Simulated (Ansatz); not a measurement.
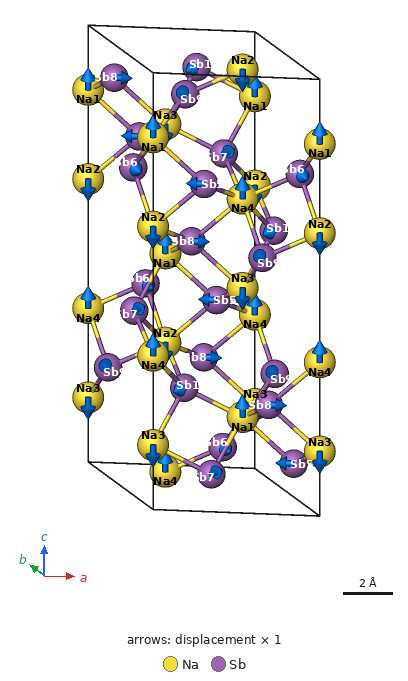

A relaxation of solid Na$_{2}$Sb$_{3}$ (built on the corundum_167 type) (coarse preliminary run). The starting structure is drawn; blue arrows show the displacements (the part carried along by the change of the cell is left out), at their true length.

The picture is a ball-and-stick view of the conventional cell (3 times the calculation's cell), seen slightly off an axis. Lengths and directions refer to the drawn axes.

Case: corundum type (R-3c, No. 167).

Method: DFT PBE, scalar-relativistic, plane waves, PAW in Ansatz 0.2.0. Settings: plane-wave cutoff 420 eV; k-point mesh 3 × 3 × 3; occupations gaussian; smearing width 0.1 eV; no spin polarisation; cell and atoms relaxed; force threshold 0.04 eV/Å; at most 70 steps.

What did the optimiser do to the structure, and how much energy did it gain?

The largest moves relative to the cell, 0.98 Å, are those of Na1, Na2, Na3 and Na4. Na1 goes along +c. Largest moves by element: Na 0.98 Å, Sb 0.76 Å. Cell: a = b 6.861 → 7.975 Å (+16.2 %), c 18.733 → 18.072 Å (−3.5 %). Volume +30.4 %. Among the contacts that change: Na1–Na3 5.538 → 3.388 Å, Sb5–Sb6 3.639 → 2.906 Å, Na1–Sb10 2.674 → 3.267 Å, Na1–Sb5 2.842 → 3.285 Å. New bonds form: Na1–Na3 (5.54 → 3.39 Å), Na2–Na4 (5.54 → 3.39 Å). Among the angles between lasting bonds that change: Sb5–Na3–Sb9 164.2° → 122.8°, Na3–Sb10–Na4 84.7° → 118.6°, Na1–Sb10–Na2 120.4° → 90.0°. The space group stays R-3c (No. 167). After 13 accepted moves (16 points after the start) the energy has fallen by 696 meV per atom. The largest force component goes from 0.36 to 0.0099 eV/Å. The pressure goes from 10.23 to 0.03 GPa. The line search rejected the trial step at point 7 of the run. At 2 points the geometry stayed and the basis and grid were re-selected for the new cell (energy shift of 7.9 meV per atom at most each time). Cost: 5.8 min on 1 thread of Arm Neoverse N1, with other jobs on the host, peak memory 0.59 GiB.
